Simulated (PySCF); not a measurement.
## A study: CH5FO2Si, SMILES `O[SiH](O)CF`

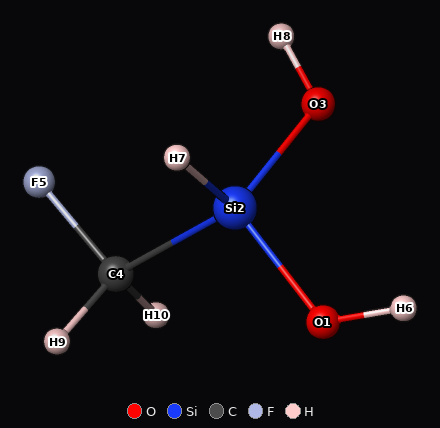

The molecule, with its atoms numbered as below. No frequency check shows the geometry to be a minimum.

Coordinates in Å:

```
O1       1.6033   -1.0253   -0.2019
Si2      0.4949    0.0119    0.3536
O3       0.8125    1.4652   -0.3037
C4      -1.1672   -0.6997   -0.2637
F5      -2.2039    0.1625    0.0622
H6       2.5139   -0.7549   -0.2857
H7       0.5064    0.1076    1.8098
H8       0.1773    2.1738   -0.2514
H9      -1.4136   -1.6584    0.1934
H10     -1.2009   -0.8177   -1.3495
```

## 1. Bonding charge

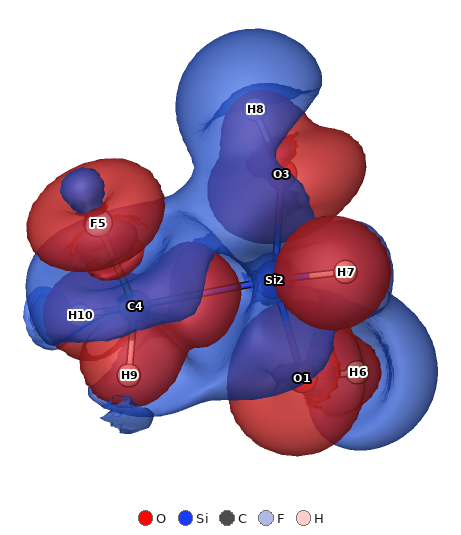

Deformation density (molecule less spherical, spin-averaged free atoms at the same positions), surfaces at ±0.04 e/Å³; red: gain, blue: loss.

Method: ωB97X/6-31+G*; geometry: GFN2-xTB; program: PySCF.

Question: Describe the bonding that the map shows.

Answer: O3–H8: +0.72 e/Å³ at the bond critical point (bond length 0.95 Å). O1–H6: +0.72 e/Å³ at the bond critical point (bond length 0.95 Å). C4–H9: +0.72 e/Å³ at the bond critical point (bond length 1.09 Å). C4–H10: +0.71 e/Å³ at the bond critical point (bond length 1.09 Å). Si2–H7: +0.23 e/Å³ at the bond critical point (bond length 1.46 Å). Si2–C4: +0.20 e/Å³ at the bond critical point (bond length 1.91 Å). O1–Si2: +0.07 e/Å³ at the bond critical point (bond length 1.62 Å); up to 0.6 Å beside the axis the gain reaches +0.39 e/Å³. Si2–O3: +0.07 e/Å³ at the bond critical point (bond length 1.63 Å); up to 0.6 Å beside the axis the gain reaches +0.38 e/Å³. C4–F5: −0.13 e/Å³ at the bond critical point (bond length 1.39 Å); up to 0.6 Å beside the axis the gain reaches +0.18 e/Å³. In all, 2.5 electrons gather in the regions of gain relative to the promolecule. A small or negative value marks a very polar bond, one between electron-rich atoms, whose free-atom densities already overlap strongly, a long bond to a heavier atom, or a closed-shell contact such as a hydrogen bond.

Question: Where do the Hirshfeld charges lie?

Answer: The highest Hirshfeld charge is on Si2 (+0.47 e), the lowest on O3 (−0.33 e).

```json
{"atom": "O1", "charge (e)": "−0.32"}
{"atom": "Si2", "charge (e)": "+0.47"}
{"atom": "O3", "charge (e)": "−0.33"}
{"atom": "C4", "charge (e)": "−0.07"}
{"atom": "F5", "charge (e)": "−0.15"}
{"atom": "H6", "charge (e)": "+0.19"}
{"atom": "H7", "charge (e)": "−0.09"}
{"atom": "H8", "charge (e)": "+0.19"}
{"atom": "H9", "charge (e)": "+0.05"}
{"atom": "H10", "charge (e)": "+0.05"}
```

## 2. Bond critical points

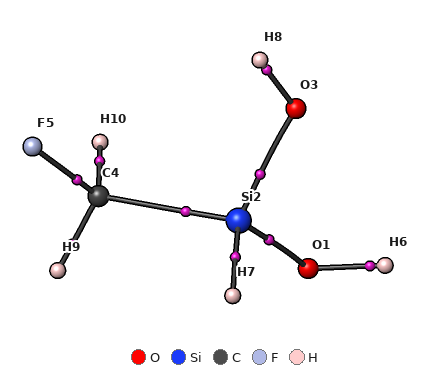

Molecular graph of the electron density (QTAIM): bond paths, bond critical points (magenta), ring points (cyan, if any); weak paths are dashed.

Question: How many critical points of each kind are there, and does the count close?

Answer: 10 nuclei, 9 bond, 0 ring and 0 cage critical points: 10 − 9 + 0 − 0 = 1, as the Poincaré–Hopf relation requires.

Question: Give the properties at the bond critical points.

Answer:
```tsv
bond	length (Å)	ρ (a.u.)	∇²ρ (a.u.)	ε	H (a.u.)
O3–H8	0.953	0.351	−1.91	0.00	−0.541
O1–H6	0.954	0.351	−1.91	0.00	−0.540
C4–H9	1.090	0.279	−0.98	0.07	−0.282
C4–H10	1.093	0.278	−0.98	0.07	−0.279
C4–F5	1.387	0.227	+0.18	0.10	−0.307
O1–Si2	1.616	0.137	+1.13	0.08	−0.023
Si2–O3	1.626	0.133	+1.08	0.08	−0.022
Si2–H7	1.459	0.126	+0.18	0.02	−0.087
Si2–C4	1.911	0.119	+0.25	0.05	−0.072
```

Question: What kind of interaction is C4–H9?

Answer: Shared-shell (covalent): ρ = 0.279, ∇²ρ = −0.98, H = −0.282 a.u.

## 3. Electrostatic potential

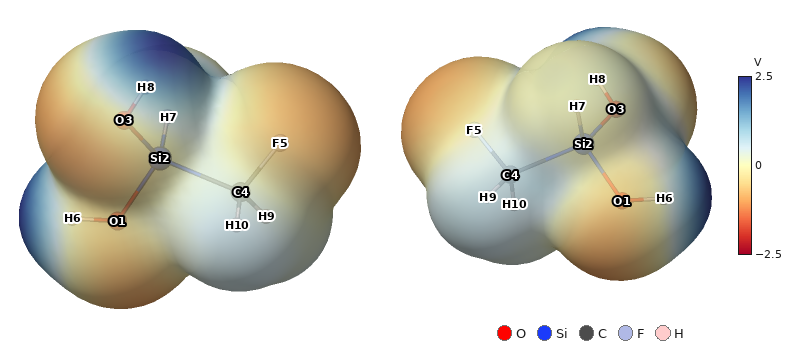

Electrostatic potential on the surface of electron density 0.001 a.u. (back view left, front view right).

Question: Where are the extremes of the potential on the surface?

Answer: Highest: 2.47 V, 1.1 Å from H8. Further maxima include 0.75 V, 1.7 Å from H9; 0.68 V, 1.3 Å from H9. Lowest: −1.07 V, 1.9 Å from O1. Further minima include −0.03 V, 1.5 Å from H7. The surface is sampled at points, so like sites can differ by a few per cent and only the strongest of them is named.

## 4. Localised orbitals

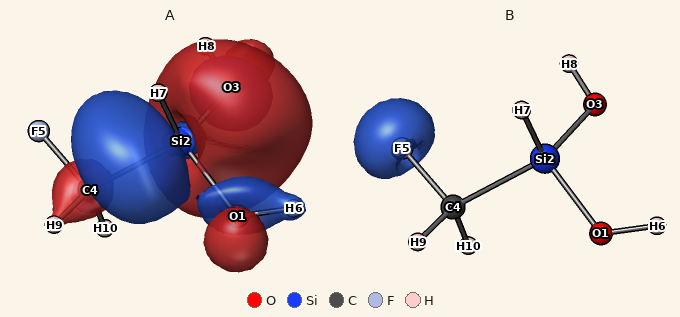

Intrinsic bond orbitals (IBO), occupied and valence-virtual; each surface holds about 80 % of the orbital's density. Energies are diagonal elements of the Fock matrix.

Method: BP86/def2-SVP; geometry: GFN2-xTB; program: PySCF.

Question: Identify each orbital.

Answer: By panel:
- A: σ* orbital Si2–O3, mostly on Si2 (Si2 74 %, O3 17 %, O1 7 %; 4.9 eV)
- B: lone pair on F5 (sp0.4-type) (F5 100 %; −20.6 eV)

Question: How do all the valence pairs divide up?

Answer: 16 pairs: 9 σ bonds and 7 lone pairs.

## 5. Stretching a bond

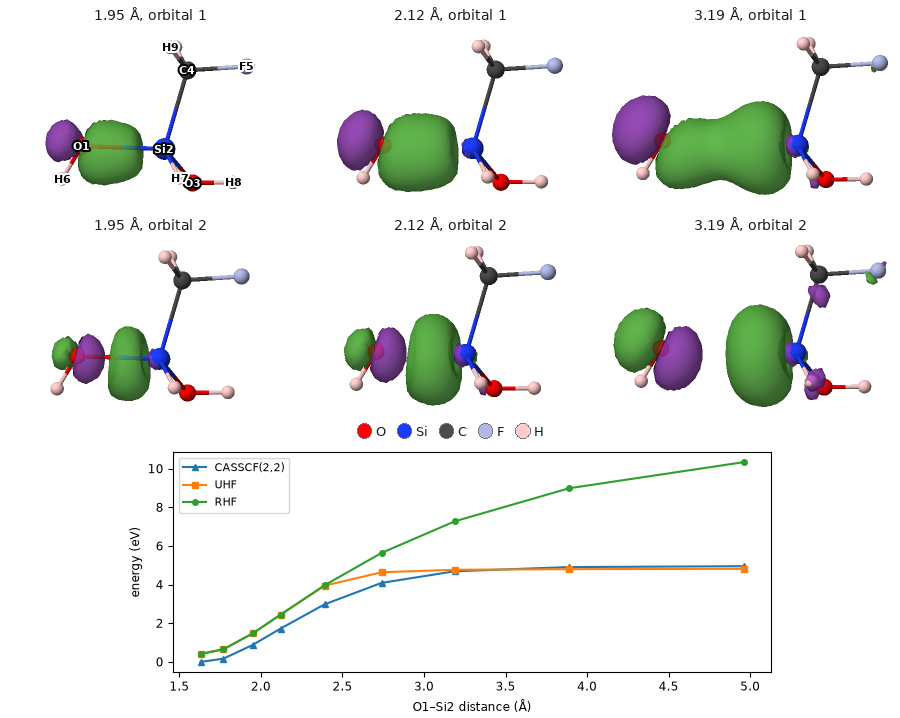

Rigid stretch of the O1–Si2 bond. The two CASSCF(2,2) natural orbitals nearest half filling (orbital 1 the more occupied). Below: energies along the scan, from the lowest point of the three curves.

Computed with PySCF, def2-SVP basis, geometry: GFN2-xTB.

Question: How do the occupations change along the stretch?

Answer: 1.95 Å: 1.97 and 0.03; 2.12 Å: 1.95 and 0.05; 3.19 Å: 1.44 and 0.56. At the longest distance computed (4.96 Å) they are 1.03 and 0.97, and the effective number of unpaired electrons is 2.0.

Question: Where does the UHF solution part from RHF?

Answer: Between 2.12 Å (⟨S²⟩ = 0, the two coincide) and 2.39 Å (⟨S²⟩ = 0.19); at 4.96 Å ⟨S²⟩ is 1.01 and UHF lies 5.5 eV below RHF.
